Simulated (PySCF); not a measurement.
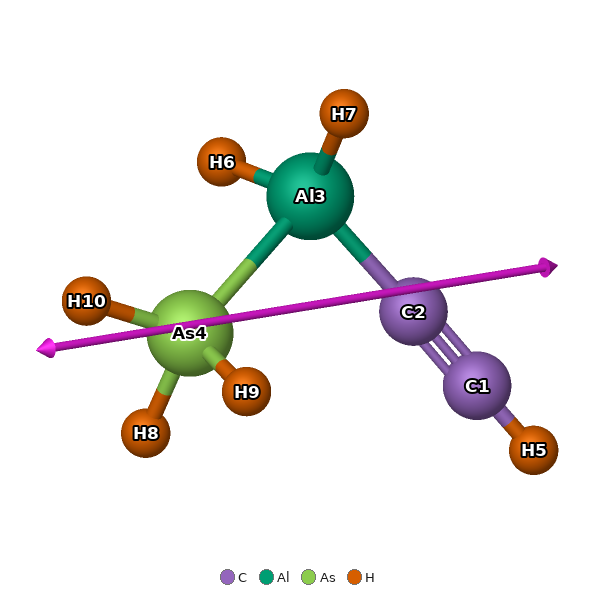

The double arrow shows the direction of the transition dipole to excited singlet state 2 (its length means nothing). The computed structure is the end point of a PBE0-D3(BJ)/def2-SVP optimisation. No frequency run is at hand to confirm it as a minimum. Method: TDDFT LC-wPBE/def2-SVPD, vertical, gas phase, core orbitals frozen in the response (PySCF 2.14.0).

### How is the transition polarised?

Close to the long direction C1···As4.

### Give its energy, strength and character.

6.23 eV (199 nm), oscillator strength 0.015, of mixed character, with the largest part HOMO → LUMO+4 (weight 0.26); transition dipole 0.81 D.
